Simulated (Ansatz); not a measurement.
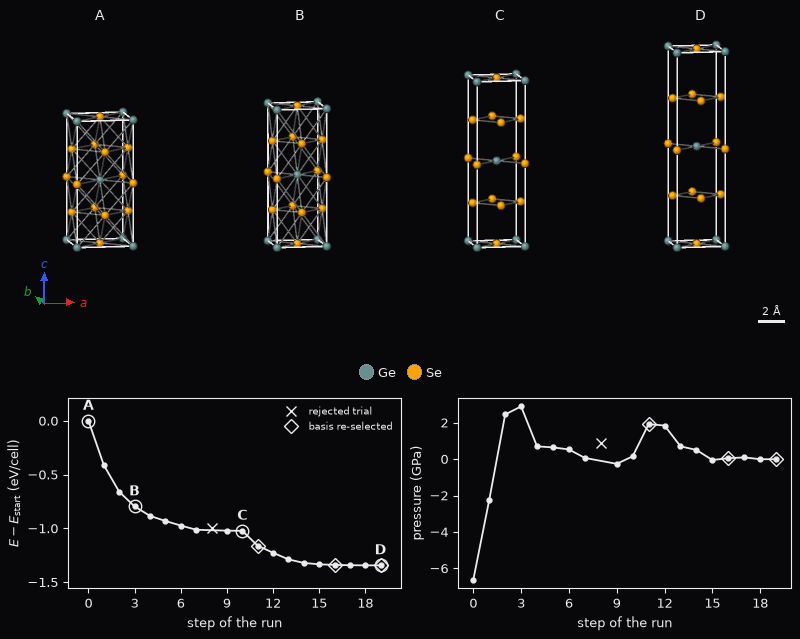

Frames of a relaxation of crystalline GeSe₃ (built on the TiAl3 (D0_22)_139 type) (coarse preliminary run), marked on the history of the run. A ball-and-stick model of the conventional cell (2 times the calculation's cell), seen slightly off an axis. Lengths and directions refer to the drawn axes.

Case: TiAl3 (D0_22) type (I4/mmm, No. 139).

These are results of Ansatz, DFT PBE, scalar-relativistic, plane waves, PAW, not measurements. Set-up: plane-wave cutoff 420 eV; k-point mesh 6 × 6 × 6; occupations gaussian; smearing width 0.1 eV; no spin polarisation; cell and atoms relaxed; force threshold 0.04 eV/Å; at most 70 steps.

**What happens along the run?**

The atoms keep their places relative to the cell (all moves are under 0.005 Å). Cell: a = b 4.421 → 3.787 Å (−14.4 %), c 9.876 → 15.234 Å (+54.3 %). Volume +13.1 %. Near-neighbour distances that change, for instance: Se–Se 3.314 → 4.253 Å, Ge–Se 3.314 → 4.253 Å, Se–Se 3.126 → 2.677 Å, Ge–Se 3.126 → 2.677 Å. The space group stays I4/mmm (No. 139). After 15 accepted moves (19 points after the start) the energy has fallen by 1.343 eV per cell of the calculation. All forces vanish by symmetry, so only the cell relaxes. The pressure goes from −6.63 to −0.01 GPa. The line search rejected the trial step at point 8 of the run. The SCF was repeated 3 times at an unchanged geometry on a basis and grid sized afresh for the cell, which shifted the energy by 0.138 eV per cell of the calculation at most. Cost: 2.9 min on 1 thread of Arm Neoverse V1, with other jobs on the host, peak memory 0.53 GiB. From step 0 to 3: volume −14.5 %, energy −0.796 eV per cell of the calculation. From step 3 to 10: volume +12.3 %, energy −0.227 eV per cell of the calculation. From step 10 to 19: volume +17.9 %, energy −0.321 eV per cell of the calculation.

| step | E − E(0), meV/atom | pressure, GPa | volume, Å³/atom | note |
| --- | --- | --- | --- | --- |
| 0 | 0.00 | -6.63 | 24.131 |  |
| 1 | -103.02 | -2.24 | 21.782 |  |
| 2 | -164.83 | 2.45 | 20.444 |  |
| 3 | -198.88 | 2.89 | 20.620 |  |
| 4 | -220.79 | 0.70 | 21.582 |  |
| 5 | -232.63 | 0.64 | 22.053 |  |
| 6 | -243.24 | 0.53 | 22.547 |  |
| 7 | -253.04 | 0.06 | 23.026 |  |
| 8 | -250.03 | 0.88 | 23.118 | rejected |
| 9 | -255.15 | -0.26 | 23.227 |  |
| 10 | -255.52 | 0.15 | 23.164 |  |
| 11 | -289.98 | 1.92 | 23.164 | same geometry, new basis |
| 12 | -306.47 | 1.84 | 23.688 |  |
| 13 | -321.85 | 0.70 | 24.736 |  |
| 14 | -330.12 | 0.50 | 25.552 |  |
| 15 | -333.38 | -0.05 | 26.533 |  |
| 16 | -334.69 | 0.05 | 26.533 | same geometry, new basis |
| 17 | -335.49 | 0.09 | 26.924 |  |
| 18 | -335.71 | 0.00 | 27.303 |  |
| 19 | -335.76 | -0.01 | 27.303 | same geometry, new basis |
